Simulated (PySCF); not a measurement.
# 2-amino-1-fluorobenzene: NMR shifts at several levels of theory, part 2 of 2

PySCF 2.14.0. Atoms count from 0.

## (8) Nuclear shieldings: wB97X-D/pcSseg-1

What the job is given:

```
{"job": {"kind": "nmr", "xc": "wB97X-D", "basis": "pcSseg-1", "pop": false}, "charge": 0, "multiplicity": 1}
N     -2.405842    -0.086205     0.094754
C     -1.029633    -0.067102     0.083072
C     -0.237987    -1.142766     0.510867
C      1.152176    -1.088955     0.428913
C      1.792872     0.037559    -0.081858
C      1.024822     1.122871    -0.509812
C     -0.352686     1.054996    -0.422891
F     -1.105101     2.096021    -0.819033
H     -2.857619     0.815924     0.024991
H     -2.844954    -0.722671     0.745265
H     -0.730749    -2.033897     0.908538
H      1.739432    -1.944368     0.770512
H      2.881519     0.079249    -0.146364
H      1.479571     2.030707    -0.911038
```

Method: GIAO wB97X-D/pcSseg-1 NMR shielding, non-relativistic, gas phase.

Output:

```text
coarse grid: 12384 points
cycle   1  E = -386.5537257666  dE =  1.690e+00  |g| = 5.371e-01  |ddm| = 3.695e+00
cycle   2  E = -386.5650955248  dE = -1.137e-02  |g| = 5.527e-01  |ddm| = 8.410e-01
cycle   3  E = -386.6149943450  dE = -4.990e-02  |g| = 5.739e-02  |ddm| = 4.056e-01
cycle   4  E = -386.6156469900  dE = -6.526e-04  |g| = 2.435e-02  |ddm| = 6.770e-02
cycle   5  E = -386.6157803287  dE = -1.333e-04  |g| = 5.969e-03  |ddm| = 3.060e-02
cycle   6  E = -386.6157884834  dE = -8.155e-06  |g| = 1.705e-03  |ddm| = 6.946e-03
final grid: 122080 points
cycle   7  E = -386.6697178890  dE = -1.569e-04  |g| = 7.970e-03  |ddm| = 6.040e-02
cycle   8  E = -386.6697182757  dE = -3.867e-07  |g| = 8.462e-03  |ddm| = 1.497e-02
cycle   9  E = -386.6697293272  dE = -1.105e-05  |g| = 4.573e-04  |ddm| = 5.902e-03
cycle  10  E = -386.6697293879  dE = -6.073e-08  |g| = 3.190e-04  |ddm| = 1.176e-03
cycle  11  E = -386.6697294091  dE = -2.118e-08  |g| = 6.722e-05  |ddm| = 3.128e-04
cycle  12  E = -386.6697294117  dE = -2.664e-09  |g| = 2.285e-05  |ddm| = 1.466e-04
cycle  13  E = -386.6697294123  dE = -5.882e-10  |g| = 1.004e-05  |ddm| = 7.954e-05
converged SCF energy = -386.6697294123

GIAO shielding tensors (ppm)
atom      isotropic    diamagn.    paramagn.     s11        s22        s33       span
  0 N      204.715     315.144    -110.430    175.655    195.592    242.897     67.242
  1 C       42.315     255.494    -213.179    -30.685      7.910    149.721    180.406
  2 C       65.527     254.280    -188.753    -22.903     57.946    161.538    184.441
  3 C       53.205     253.800    -200.595    -58.080     42.527    175.168    233.248
  4 C       62.112     254.823    -192.711    -39.313     52.517    173.132    212.446
  5 C       62.632     257.205    -194.573    -25.967     48.010    165.852    191.819
  6 C       26.602     250.382    -223.780    -41.879     35.068     86.617    128.496
  7 F      331.796     475.937    -144.141    272.707    310.542    412.140    139.433
  8 H       27.881      31.257      -3.376     19.567     28.523     35.554     15.988
  9 H       28.516      30.310      -1.794     21.318     26.905     37.326     16.009
 10 H       24.679      31.248      -6.569     20.868     24.818     28.351      7.483
 11 H       24.323      29.957      -5.634     21.120     25.210     26.639      5.519
 12 H       24.681      29.992      -5.311     21.352     26.165     26.528      5.176
 13 H       24.269      29.753      -5.484     20.999     24.580     27.229      6.230
```

Run time: 23 s. Hardware: 1 thread, shared host.

This run: δ C6 157.9, C1 142.2, C3 131.3, C4 122.4, H13 7.11, H11 7.06 ppm.

## (9) Comparing the runs: NMR shifts

Shifts (ppm) of some atoms, chosen among heavy atoms and hydrogens apart, with basis size and wall time (the measured row can stand on another reference than the computed rows):

| run | C1 | C3 | C5 | H13 | H11 | N0 | F7 | functions | time |
| --- | --- | --- | --- | --- | --- | --- | --- | --- | --- |
| PBE/pcSseg-1 | 136.7 | 126.3 | 116.7 | 6.82 | 6.82 | 71.0 | -158.7 | 166 | 27 s |
| BLYP/pcSseg-1 | 138.6 | 127.2 | 117.4 | 6.73 | 6.71 | 72.1 | -159.5 | 166 | 27 s |
| B97-D/pcSseg-1 | 133.5 | 122.7 | 113.4 | 6.75 | 6.74 | 66.7 | -156.2 | 166 | 28 s |
| OPBE/pcSseg-1 | 129.8 | 120.8 | 111.7 | 6.88 | 6.91 | 66.2 | -149.2 | 166 | 28 s |
| B3LYP/pcSseg-1 | 141.5 | 130.2 | 120.5 | 6.93 | 6.88 | 66.4 | -150.5 | 166 | 17 s |
| wB97X-D/pcSseg-1 | 142.2 | 131.3 | 121.9 | 7.11 | 7.06 | 59.3 | -144.6 | 166 | 23 s |
| measured | – | – | – | – | – | – | -135.9 | – | – |

Measured: G. Saielli, R. Bini, A. Bagno, Computational 19F NMR. 2. Organic compounds, RSC Adv. 2014, ESI (exp. from Berger-Braun-Kalinowski 1994 and Everett 1995).

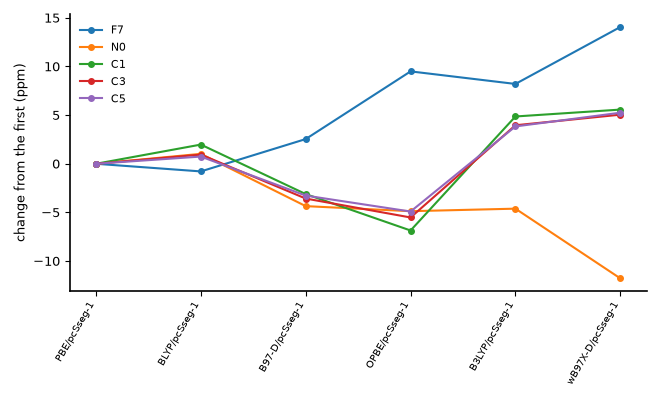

How five of the tabulated atoms move from run to run.

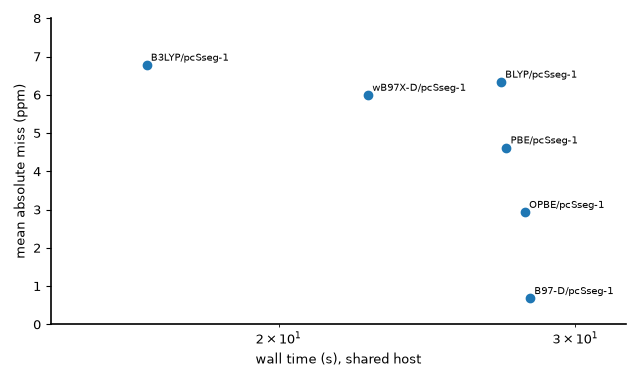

Cost against miss for the one measured 13C shift.

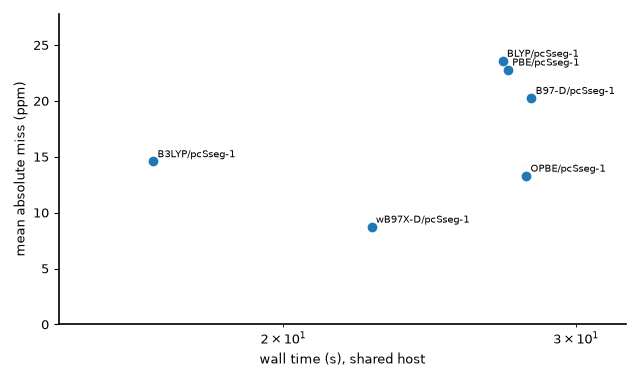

Cost against miss for the one measured 19F shift.

## (10) What came out

This closing draws on all 2 parts.

| quantity | value |
| --- | --- |
| point group | C1 |
| rotational constants (main isotopes) | 3.33, 2.22, 1.33 GHz |
| 13C shifts against TMS (PBE/pcSseg-1) | 156.6, 136.7, 126.3, 118.7, 116.7, 115.5 ppm |
| 1H shifts against TMS (PBE/pcSseg-1, means over atoms taken as alike) | 6.82, 6.82, 6.50, 6.50, 3.14 ppm |
| 15N shifts against NH3 (PBE/pcSseg-1) | 71.0 ppm |
| 19F shifts against CFCl3 (PBE/pcSseg-1) | -158.7 ppm |
| measured, and computed on the same scale | C6 δ 151.9, 156.6; F7 δ -135.9, -158.7 ppm |
| range of the shift of F7 | -159.5 to -144.6 ppm |

**Reading.** Single values in the summary come from the first run of each kind that ended normally (PBE/pcSseg-1), which need not be the best level. Over 4 steps the energy fell by 0.038 eV; of the close pairs, C6–F7 changed most, 1.362 to 1.344 Å. No frequency check was run at this level, so the end point may be a saddle. At PBE/pcSseg-1: The largest span, 219 ppm, is at C3, where the paramagnetic term is -199 ppm. The one measured 13C shift is missed by +4.6 ppm (computed less measured, unscaled). The one measured 19F shift is missed by -22.8 ppm (computed less measured, unscaled). Vibration, temperature and solvent are missing from the calculation, and it holds one conformer, so part of the miss against the measured shifts is not the functional's. In ppm, F7 moves most: its shift spreads over 14.8 ppm, from -159.5 (BLYP/pcSseg-1) to -144.6 (wB97X-D/pcSseg-1). For the one measured 13C shift, B97-D/pcSseg-1 misses least (0.68 ppm, 28 s) and B3LYP/pcSseg-1 most (6.78 ppm, 17 s). For the one measured 19F shift, wB97X-D/pcSseg-1 misses least (8.7 ppm, 23 s) and BLYP/pcSseg-1 most (23.6 ppm, 27 s); the quickest, B3LYP/pcSseg-1, misses by 14.6 ppm in 17 s. One molecule ranks no method: errors cancel, and vibration and temperature are missing from all runs.
